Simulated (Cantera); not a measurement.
Input: 1 mol BF₃, 1.8 mol H₂O, 15 mol H₂, equilibrated at 0.133 bar.

Equilibrium computed with Cantera from the NASA thermochemical tables; the gas is ideal and each condensed phase is pure. Candidate condensed phases: B, B₂O₃, B₃O₃H₃, H₂O; 43 gas species. The tables' values for BF₂ are old estimates; treat these amounts as uncertain. Gases not in the tables: H₃BO₃. The numbers say what is thermodynamically allowed, not how fast it happens.

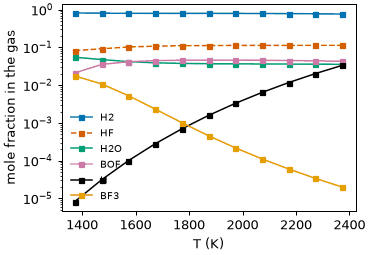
Fig. 1. Equilibrium gas composition (values under 1e-9 drawn at 1e-9)

At 1373 K the condensed part is B₂O₃(l). From 1473 K to 2373 K nothing is condensed.
